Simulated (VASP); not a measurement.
Band structure of Be3HgTe4 (ordered alloy cell). These are PBE GGA, VASP's PBE PAW potentials (set 64) (plane waves; VASP) values and carry that method's errors.

Unless said otherwise, spin-orbit coupling is left out, though it shifts the bands of the heavy elements here.

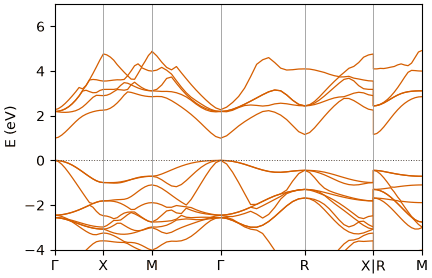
Fig. 1. Bands along high-symmetry lines, zero at the valence-band maximum or, without a gap, the Fermi level

### Question
Read the plot: is there a gap, and where are the band edges?

### Answer
The gap is direct, 0.99 eV, from the valence maximum at Γ to the conduction minimum at Γ. (Edges off the drawn lines would not show.)

The structure was generated: Be3HgTe4 was put into an ordered model structure (P-43m), which need not be its known phase. It was relaxed first.
